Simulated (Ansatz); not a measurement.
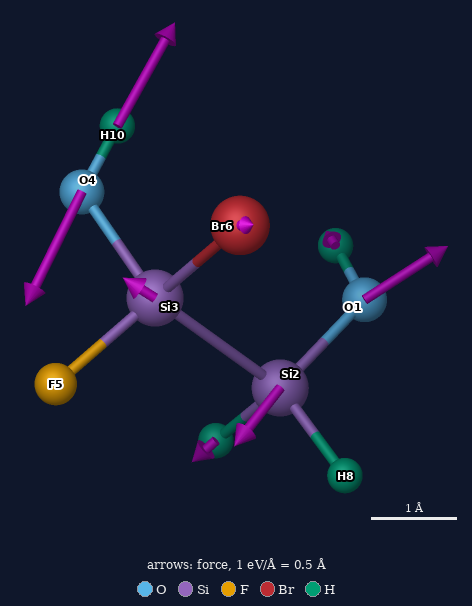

Starting geometry of Si₂H₄O₂BrF with the computed forces as purple arrows. A ball-and-stick model, seen from a free direction.

The run prepares an end point of a later path (torsion) calculation, from a guessed geometry.

Method: RKS PBE-D4/def2-SVP (Ansatz).

The input:
```yaml
crystal:
  periodic: [false, false, false]
  atoms:
    - { symbol: O, position_ang: [-2.2359, -0.206, -0.2627] }
    - { symbol: Si, position_ang: [-0.8207, -0.6869, -0.8671] }
    - { symbol: Si, position_ang: [0.9638, 0.4303, 0.103] }
    - { symbol: O, position_ang: [0.993, 0.3775, 1.7742] }
    - { symbol: F, position_ang: [2.3978, -0.2409, -0.3156] }
    - { symbol: Br, position_ang: [1.0316, 2.5827, -0.4483] }
    - { symbol: H, position_ang: [-2.4557, -0.39, 0.6517] }
    - { symbol: H, position_ang: [-0.7768, -0.492, -2.3484] }
    - { symbol: H, position_ang: [-0.7326, -2.1217, -0.5304] }
    - { symbol: H, position_ang: [0.35438, 0.81667, 2.27416] }
basis:
  gaussian: { orbitals: def2-SVP }
hamiltonian:
  xc: pbe
  dispersion: d4
relax:
  f_tol: 0.015
  max_steps: 40
output:
  orbitals: {}
```

Launched with:
```bash
ansatz run input.yaml --threads 2 --pin off --max-ram 3072MiB --backend cpu --events-out ev --progress --plain --runs-dir out
```

Q: Is this structure relaxed? If not, where do the atoms go?

A: It isn't relaxed: the largest force vector, on O4, is 3.06 eV/Å. The final displacements have little in common with the starting forces (cosine between the two patterns −0.20). After 29 accepted moves (34 points after the start) the energy has fallen by 0.408 eV. The largest force component goes from 2 to 0.014 eV/Å. The line search rejected the trial steps at points 7, 10, 18, 23, 28 of the run. The forces were under the threshold at step 30, but the run went on from there. The atom that moves furthest after the best rigid fit is O4 (0.82 Å). By element the largest moves are O 0.82 Å, H 0.65 Å, F 0.51 Å, Br 0.34 Å, Si 0.16 Å. Near-neighbour distances that change, for instance: O1–Si2 1.612 → 1.684 Å, O4–H10 0.922 → 0.975 Å, Si2–Si3 2.318 → 2.350 Å, Si2–H9 1.476 → 1.507 Å. Among the angles between lasting bonds that change: Si2–Si3–O4 114.6° → 99.3°, O1–Si2–Si3 112.0° → 101.7°, Si2–O1–H7 120.1° → 111.0°. Groups turn about Si3–O4 by about 100°, O1–Si2 by about 45°, Si2–Si3 by about 35°.
